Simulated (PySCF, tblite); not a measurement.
# C5H10O2: magnetic properties

Aim: compute the magnetic properties of C5H10O2 (`CO[C@H]1C[C@@H](O)C1`).

Computed with tblite 0.8.0 and PySCF 2.14.0 and routines of our own; the level stands in each step. Atoms count from 0.

### 1 The starting structure

17 atoms, charge 0, multiplicity 1; geometry from: force field or distance geometry start.

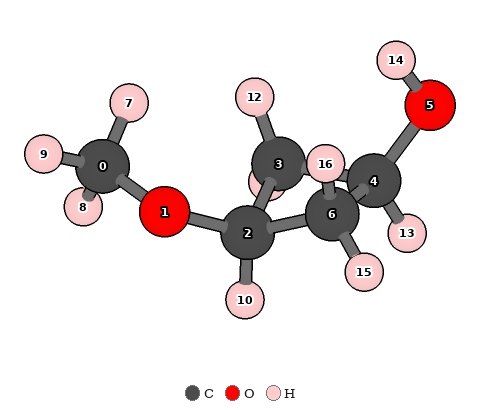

The starting geometry (carbon dark grey, oxygen red, hydrogen pink).

### 2 Geometry optimisation with GFN2-xTB, one coordinate held

What the job is given:

```
{"job": {"kind": "relax", "xc": "GFN2-xTB", "basis": "xTB"}, "charge": 0, "multiplicity": 1}
C     -1.297700     1.918200    -1.163200
O     -1.351600     0.863900    -0.228700
C     -0.281300    -0.119800    -0.324600
C      1.082200     0.452100    -0.771200
C      1.735100    -0.526700     0.251500
O      2.864700    -0.029600     0.974200
C      0.388100    -0.546000     0.988800
H     -0.368000     2.487900    -1.051900
H     -1.387600     1.523800    -2.177700
H     -2.152600     2.589300    -0.964600
H     -0.602300    -0.969000    -0.952000
H      1.340500     0.267700    -1.808700
H      1.225500     1.507500    -0.523200
H      1.982900    -1.495800    -0.210800
H      2.595600     0.847500     1.326000
H      0.080500    -1.528400     1.381900
H      0.306100     0.186300     1.807300
```

Command:

```console
$ OMP_NUM_THREADS=1 python excited_run.py task.json out
```

The driver reads the jobs from task.json and runs them one after another.

The log of the run:

```text
step      E/eV     max force
  0    -650.34415    1.897
  1    -650.45257    0.738
  2    -650.48926    0.533
  3    -650.51296    0.482
  4    -650.52114    0.453
  5    -650.52558    0.443
  6    -650.53145    0.464
  7    -650.53630    0.452
  8    -650.53999    0.419
  9    -650.54266    0.410
 10    -650.54513    0.396
 11    -650.54763    0.353
 12    -650.55008    0.362
 13    -650.55240    0.364
 14    -650.55480    0.354
 15    -650.55733    0.334
 16    -650.55977    0.308
 17    -650.56200    0.291
 18    -650.56394    0.282
 19    -650.56547    0.259
 20    -650.56648    0.232
 21    -650.56714    0.232
 22    -650.56769    0.234
 23    -650.56825    0.236
 24    -650.56869    0.236
 25    -650.56897    0.237
 26    -650.56917    0.236
 27    -650.56937    0.236
 28    -650.56962    0.236
 29    -650.56991    0.237
 30    -650.57023    0.236
 31    -650.57056    0.233
 32    -650.57090    0.231
 33    -650.57122    0.230
 34    -650.57153    0.230
 35    -650.57186    0.231
 36    -650.57224    0.233
 37    -650.57268    0.237
 38    -650.57323    0.243
 39    -650.57392    0.249
 40    -650.57473    0.245
 41    -650.57545    0.232
 42    -650.57590    0.218
 43    -650.57617    0.207
 44    -650.57638    0.199
 45    -650.57657    0.192
 46    -650.57672    0.189
 47    -650.57685    0.189
 48    -650.57696    0.189
 49    -650.57706    0.187
 50    -650.57713    0.185
 51    -650.57718    0.180
 52    -650.57723    0.175
 53    -650.57729    0.169
 54    -650.57735    0.165
 55    -650.57739    0.162
 56    -650.57742    0.162
 57    -650.57745    0.163
 58    -650.57748    0.163
 59    -650.57750    0.163
 60    -650.57752    0.163
```

It took 0.58 s on 1 thread of Arm Neoverse V1, shared host; peak memory 0.18 GiB.

One coordinate is held by a constraint (a dihedral, as typed in the start), so the force along it need not vanish.

Step by step: (not every step is listed)

```
step  energy from step 0 (eV)  largest force (eV/Å)
   0                   0.0000                1.8965
   1                  -0.1084                0.7378
   2                  -0.1451                0.5332
   3                  -0.1688                0.4822
   4                  -0.1770                0.4528
   5                  -0.1814                0.4434
   6                  -0.1873                0.4637
   7                  -0.1921                0.4518
   8                  -0.1958                0.4188
  12                  -0.2059                0.3622
  16                  -0.2156                0.3084
  20                  -0.2223                0.2318
  24                  -0.2245                0.2363
  28                  -0.2255                0.2360
  32                  -0.2268                0.2310
  36                  -0.2281                0.2328
  40                  -0.2306                0.2453
  44                  -0.2322                0.1992
  48                  -0.2328                0.1886
  52                  -0.2331                0.1754
  55                  -0.2332                0.1622
  56                  -0.2333                0.1622
  57                  -0.2333                0.1625
  58                  -0.2333                0.1634
  59                  -0.2333                0.1632
  60                  -0.2334                0.1631
```

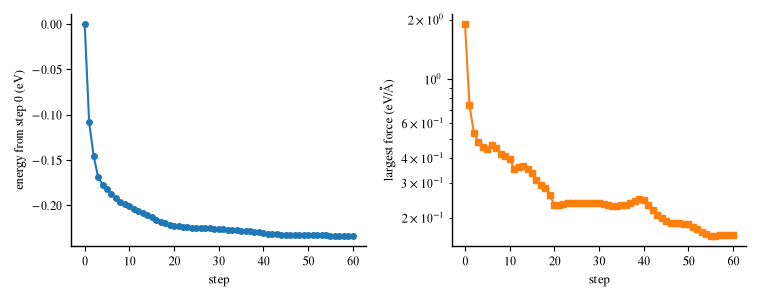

Energy and force, step by step.

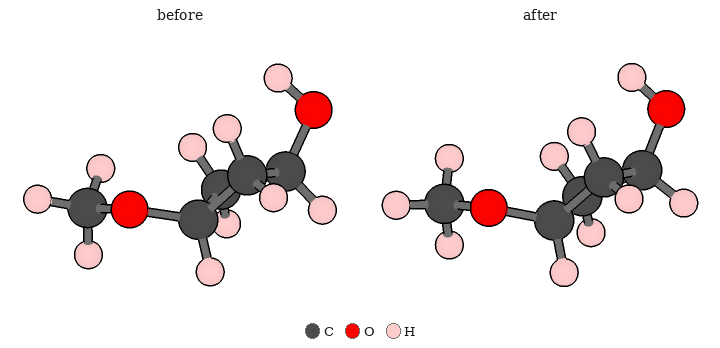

Before and after, at one scale.

Close pairs (by a distance rule), those that changed most:

```
  bond  before (Å)  after (Å)  change (Å)
 O1–C2       1.457      1.409      -0.048
 C4–O5       1.430      1.394      -0.036
O5–H14       0.983      0.965      -0.018
 C0–H9       1.105      1.089      -0.016
C6–H15       1.102      1.086      -0.016
 C3–C4       1.559      1.543      -0.016
C6–H16       1.101      1.089      -0.013
C4–H13       1.102      1.091      -0.011
```

The end geometry stands in the next job.

### 3 Magnetic properties: GIAO PBE0/pcSseg-1

What the job is given:

```
{"job": {"kind": "mag", "xc": "PBE0", "basis": "pcSseg-1", "isotopologues": 0}, "charge": 0, "multiplicity": 1}
C     -1.288822     1.959050    -1.075856
O     -1.306982     0.858692    -0.200390
C     -0.284471    -0.097676    -0.361499
C      1.108391     0.329140    -0.872474
C      1.742642    -0.498807     0.264994
O      2.814884     0.053907     0.964049
C      0.368177    -0.558609     0.956124
H     -0.497202     2.674623    -0.826532
H     -1.171533     1.645690    -2.118602
H     -2.254143     2.448599    -0.956239
H     -0.674519    -0.942622    -0.945743
H      1.362704     0.051184    -1.892162
H      1.297921     1.391253    -0.731006
H      2.087920    -1.477434    -0.072071
H      2.540808     0.899860     1.338292
H      0.049151    -1.515581     1.358760
H      0.264895     0.207291     1.723058
```

Method: GIAO PBE0/pcSseg-1 magnetisability, rotational g tensor and spin-rotation constants, non-relativistic, gas phase.

The log of the run:

```text
coarse grid: 13808 points
cycle   1  E = -346.3297761341  dE =  9.687e-01  |g| = 7.836e-01  |ddm| = 3.579e+00
cycle   2  E = -346.2390381280  dE =  9.074e-02  |g| = 1.079e+00  |ddm| = 1.455e+00
cycle   3  E = -346.4422302032  dE = -2.032e-01  |g| = 1.044e-01  |ddm| = 9.154e-01
cycle   4  E = -346.4441741827  dE = -1.944e-03  |g| = 3.982e-02  |ddm| = 1.005e-01
cycle   5  E = -346.4445278237  dE = -3.536e-04  |g| = 6.777e-03  |ddm| = 3.563e-02
cycle   6  E = -346.4445357061  dE = -7.882e-06  |g| = 2.411e-03  |ddm| = 7.837e-03
final grid: 132176 points
cycle   7  E = -346.5096848214  dE = -4.204e-05  |g| = 1.350e-02  |ddm| = 3.584e-02
cycle   8  E = -346.5096442569  dE =  4.056e-05  |g| = 2.024e-02  |ddm| = 2.127e-02
cycle   9  E = -346.5097189243  dE = -7.467e-05  |g| = 1.162e-03  |ddm| = 1.335e-02
cycle  10  E = -346.5097192181  dE = -2.939e-07  |g| = 2.243e-04  |ddm| = 1.249e-03
cycle  11  E = -346.5097192288  dE = -1.070e-08  |g| = 4.139e-05  |ddm| = 2.250e-04
cycle  12  E = -346.5097192291  dE = -3.054e-10  |g| = 1.759e-05  |ddm| = 4.759e-05
converged SCF energy = -346.5097192291

Magnetisability tensor (1e-30 J/T^2)
    -1152.08       20.98      -37.50
       20.98    -1068.11       68.21
      -37.50       68.21    -1101.15
isotropic -1107.11   principal values   -1196.03  -1111.21  -1014.09
isotropic susceptibility -66.672 1e-6 cm^3/mol

Inertial axes            a          b          c
rot. const./GHz      5.9559     1.5776     1.4510
chi total           -71.554    -67.083    -61.379
chi diamagnetic    -310.770   -853.329   -923.356
chi paramagnetic    239.216    786.246    861.977
quadrupole/D A       -8.363      1.267      7.096
g nuclear            0.6628     0.5735     0.5729
g electronic        -0.6693    -0.5827    -0.5876
g total             -0.0065    -0.0092    -0.0147

Spin-rotation constants (kHz, H = +C I.J)
atom  isotope        aa         bb         cc
  7     1H       -0.388     -0.064     -0.071
  8     1H       -0.596     -0.145      0.035
  9     1H        0.141     -0.162     -0.111
 10     1H       -0.580     -0.112      0.032
 11     1H       -0.669     -0.117      0.015
 12     1H       -0.661     -0.061     -0.058
 13     1H       -0.324     -0.152     -0.002
 14     1H       -0.684     -0.203     -0.017
 15     1H       -0.620      0.061     -0.145
 16     1H       -0.728     -0.193      0.073
  0    13C*       1.181      0.262      0.318
  1    17O*      -0.349     -0.124     -0.103
  2    13C*       1.232      0.372      0.286
  3    13C*       0.849      0.306      0.269
  4    13C*       1.432      0.321      0.257
  5    17O*      -0.685     -0.210     -0.170
* in the singly substituted isotopologue
```

Run time: 32 s. Hardware: 1 thread of Arm Neoverse V1, shared host; peak memory 0.79 GiB.

In short:

```csv
quantity,value
magnetisability,-1107·10⁻³⁰ J/T²
molar susceptibility,-66.7·10⁻⁶ cm³/mol
"rotational g (a, b, c)","-0.0065, -0.0092, -0.0147"
```

Orbitals, density, ELF and potential are computed afterwards from the orbital file.

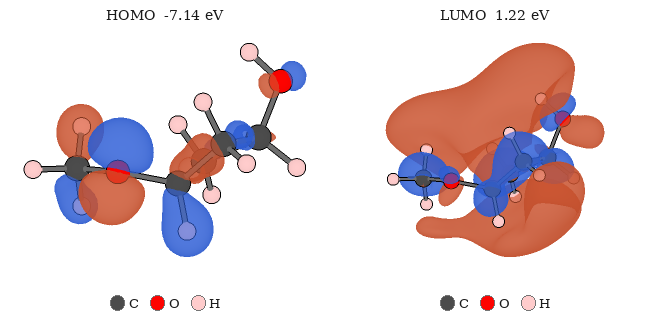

PBE0/pcSseg-1 orbitals near the gap, drawn at the value that encloses 70 % of each; the two colours are the two signs.

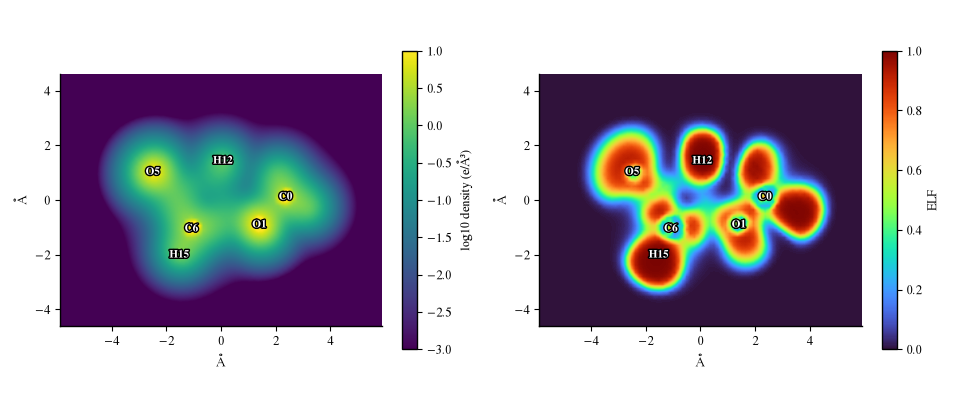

Density (left) and ELF (right) in a plane through or near 6 of the atoms.

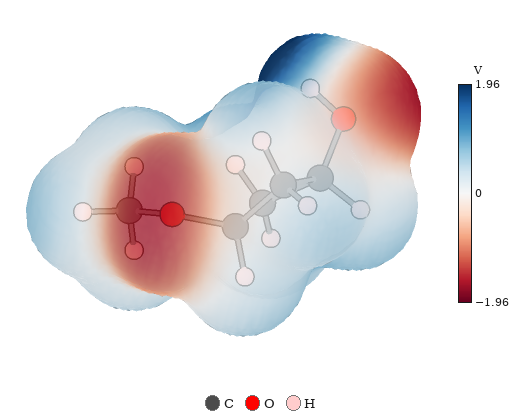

Electrostatic potential on the surface of density 0.002 e/bohr³; red is low, blue high. It runs, from the 1st to the 99th percentile, from -1.57 V near O5 to 1.96 V near H14.

### 4 Results

```
                                           quantity                      value
       magnetisability (step 3, GIAO PBE0/pcSseg-1)           -1107·10⁻³⁰ J/T²
  molar susceptibility (step 3, GIAO PBE0/pcSseg-1)         -66.7·10⁻⁶ cm³/mol
rotational g (a, b, c) (step 3, GIAO PBE0/pcSseg-1)  -0.0065, -0.0092, -0.0147
              surface potential, 1st and 99th percentile         -1.57 V and 1.96 V
```

What this shows: The values above hold for this geometry and these levels alone. Vibrational averaging and real surroundings are missing from these values.
